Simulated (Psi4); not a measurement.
**CAM-B3LYP/6-31G(d) (spherical functions) run of Si4H10 (SMILES [SiH3][SiH]([SiH3])[SiH3])**

Aim: the vertical ionisation energy of Si4H10 at CAM-B3LYP/6-31G* (spherical functions), from 2 runs. Input form: a Python script.

Program for the calculation: Psi4 1.11.

1 further run of the same task is left out (set aside as unsound or not needed). Runs told in other sessions of the task aren't counted.

## (1) The molecule

Si4H10 has 14 atoms, charge 0, and is taken as a singlet. SMILES: `[SiH3][SiH]([SiH3])[SiH3]`. Geometry: relaxed at PBE0-D4/def2-TZVP.

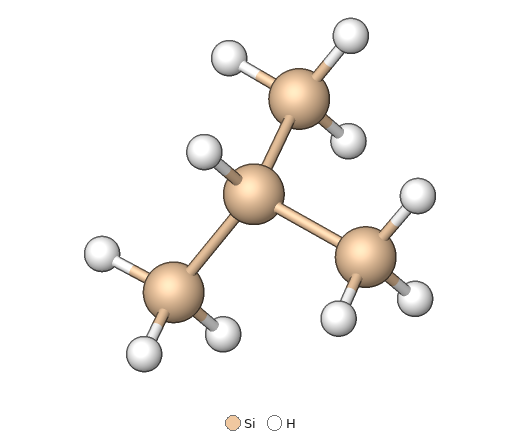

Viewed from a chosen angle; silicon light orange, hydrogen white.

## (2) A single-point energy at CAM-B3LYP/6-31G(d) (spherical functions)

h10si4.py

```python
import psi4

psi4.set_memory(2200000000)
psi4.set_num_threads(1)
psi4.set_output_file('run.log', False)

mol = psi4.geometry("""
0 1
Si    -1.586600     0.449770    -1.468220
Si    -0.437700    -0.033320     0.509060
Si     1.124000     1.651140     0.941090
Si     0.660040    -2.085920     0.297480
H     -2.588800    -0.607930    -1.768740
H     -2.287510     1.758070    -1.365710
H     -0.615640     0.517850    -2.593590
H     -1.409520    -0.107160     1.639330
H      2.091010     1.722300    -0.187470
H      1.875310     1.366450     2.193260
H      0.452630     2.971990     1.075490
H      1.404530    -2.417500     1.542160
H      1.628750    -2.008150    -0.829180
H     -0.310500    -3.177580     0.015050
symmetry c1
""")

psi4.set_options({
    'reference': 'rks',
    'puream': True,
    'e_convergence': 1e-09,
    'd_convergence': 1e-08,
    'scf_type': 'pk',
    'dft_radial_points': 99,
    'dft_spherical_points': 590,
})

result = psi4.energy('cam-b3lyp/6-31G*')
print('E =', round(result, 9))
```

On the command line:

```sh
$ python h10si4.py
```

run.log, shortened:

```text
[...]
  Running in c1 symmetry.
[...]
  Nuclear repulsion =  328.836297667382325
[...]
  Multiplicity = 1
[...]
  Nalpha       = 33
  Nbeta        = 33
[...]
    Number of basis functions: 92
[...]
   @RKS iter   1: -1163.84379925922894   -8.19043e-01   2.46306e-03 DIIS/ADIIS
[...]
   @RKS iter   9: -1163.89293886085579   -6.11635e-11   6.93109e-09 DIIS
[...]
    Orbital Energies [Eh]
    ---------------------
    Doubly Occupied:
       1A    -66.182834     2A    -66.182833     3A    -66.182822
       4A    -66.175466     5A     -5.350804     6A     -5.350803
       7A     -5.350771     8A     -5.343946     9A     -3.708567
      10A     -3.708566    11A     -3.708566    12A     -3.708549
      13A     -3.708547    14A     -3.708547    15A     -3.708496
      16A     -3.708495    17A     -3.708493    18A     -3.701757
      19A     -3.701563    20A     -3.701563    21A     -0.668853
      22A     -0.614235    23A     -0.614234    24A     -0.539355
      25A     -0.433957    26A     -0.422719    27A     -0.422707
      28A     -0.412780    29A     -0.412763    30A     -0.408875
      31A     -0.379341    32A     -0.336226    33A     -0.336222
[...]
  @RKS Final Energy: -1163.89293886085579
   => Energetics <=
    Nuclear Repulsion Energy =            328.8362976673823255
    One-Electron Energy =               -2266.6837414036403970
    Two-Electron Energy =                 839.9890570528544913
    DFT Exchange-Correlation Energy =     -66.0345521774522979
    Empirical Dispersion Energy =           0.0000000000000000
    VV10 Nonlocal Energy =                  0.0000000000000000
    Total Energy =                      -1163.8929388608560203
[...]
 Multipole Moments:
 ------------------------------------------------------------------------------------
     Multipole            Electronic (a.u.)      Nuclear  (a.u.)        Total (a.u.)
 ------------------------------------------------------------------------------------
 L = 1.  Multiply by 2.5417464519 to convert [e a0] to [Debye]
 Dipole X            :         -0.7601731            0.7225915           -0.0375816
 Dipole Y            :         -0.0580314            0.0551368           -0.0028946
 Dipole Z            :          0.8840434           -0.8403281            0.0437153
 Magnitude           :                                                    0.0577216
[...]
```

Standard output:

```text
E = -1163.892938861
```

Wall time 21 s (1 thread of Intel Xeon 6975P-C (Granite Rapids), shared host); peak memory 1.2 GiB.

## (3) The doublet cation, same level

h10si4.py

```python
import psi4

psi4.set_memory(2200000000)
psi4.set_num_threads(1)
psi4.set_output_file('output.dat', False)

geom = psi4.geometry("""
1 2
Si    -1.586600     0.449770    -1.468220
Si    -0.437700    -0.033320     0.509060
Si     1.124000     1.651140     0.941090
Si     0.660040    -2.085920     0.297480
H     -2.588800    -0.607930    -1.768740
H     -2.287510     1.758070    -1.365710
H     -0.615640     0.517850    -2.593590
H     -1.409520    -0.107160     1.639330
H      2.091010     1.722300    -0.187470
H      1.875310     1.366450     2.193260
H      0.452630     2.971990     1.075490
H      1.404530    -2.417500     1.542160
H      1.628750    -2.008150    -0.829180
H     -0.310500    -3.177580     0.015050
symmetry c1
no_reorient
no_com
""")

options = {'basis': '6-31G*', 'reference': 'uks', 'puream': True, 'e_convergence': 1e-09, 'd_convergence': 1e-08, 'scf_type': 'pk', 'dft_radial_points': 99, 'dft_spherical_points': 590, 'maxiter': 100}
psi4.set_options(options)

energy_value, wavefunction = psi4.energy('CAM-B3LYP', return_wfn=True)
print('E =', round(energy_value, 9))
```

On the command line:

```sh
$ python h10si4.py
```

output.dat, shortened:

```text
[...]
  Running in c1 symmetry.
[...]
  Nuclear repulsion =  328.836297667382382
[...]
  Multiplicity = 2
[...]
  Nalpha       = 33
  Nbeta        = 32
[...]
    Number of basis functions: 92
[...]
   @UKS iter   1: -1163.50723802787843   -4.82482e-01   1.61062e-03 DIIS/ADIIS
[...]
   @UKS iter  31: -1163.53264108289500   -4.09273e-12   7.79624e-09 DIIS
[...]
   @S^2 Observed:                7.572225903E-01
[...]
  @UKS Final Energy: -1163.53264108289500
   => Energetics <=
    Nuclear Repulsion Energy =            328.8362976673823823
    One-Electron Energy =               -2254.0259956929271539
    Two-Electron Energy =                 827.5102106456808997
    DFT Exchange-Correlation Energy =     -65.8531537030311824
    Empirical Dispersion Energy =           0.0000000000000000
    VV10 Nonlocal Energy =                  0.0000000000000000
    Total Energy =                      -1163.5326410828949975
  UHF NO Occupations:
  HONO-2 :   31  A 1.9992535
  HONO-1 :   32  A 1.9979251
[...]
 Multipole Moments:
 ------------------------------------------------------------------------------------
     Multipole            Electronic (a.u.)      Nuclear  (a.u.)        Total (a.u.)
 ------------------------------------------------------------------------------------
 L = 1.  Multiply by 2.5417464519 to convert [e a0] to [Debye]
 Dipole X            :          5.3116604           -5.9023328           -0.5906724
 Dipole Y            :          0.5441371           -0.4502839            0.0938532
 Dipole Z            :         -6.9910855            6.8641278           -0.1269577
 Magnitude           :                                                    0.6114086
[...]
```

Standard output:

```text
E = -1163.532641083
```

Run time: 80 s. Hardware: 1 thread of Intel Xeon 6975P-C (Granite Rapids), shared host; peak memory 1.2 GiB.

## (4) What came out

Level: CAM-B3LYP/6-31G* (spherical functions).

| quantity | value |
| --- | --- |
| singlet Si4H10: total energy | -1163.89294 Eh |
| singlet Si4H10: dipole moment | 0.15 D |
| singlet Si4H10: HOMO energy | -9.15 eV |
| singlet Si4H10: LUMO energy | 1.14 eV |
| singlet Si4H10: HOMO–LUMO gap | 10.29 eV |
| doublet cation: total energy | -1163.53264 Eh |
| doublet cation: HOMO energy (highest over α and β) | -14.03 eV |
| doublet cation: LUMO energy (lowest over α and β) | -10.45 eV |
| doublet cation: ⟨S²⟩ | 0.757 |
| vertical ionisation energy (to the doublet cation) | 9.804 eV |

**Reading.** The vertical ionisation energy comes to 9.80 eV (946 kJ/mol). The negative HOMO energy of the first species, 9.15 eV, lies 0.66 eV below that difference. With no_com the log's rotational constants are taken about the origin, not the centre of mass, so they aren't the molecule's.
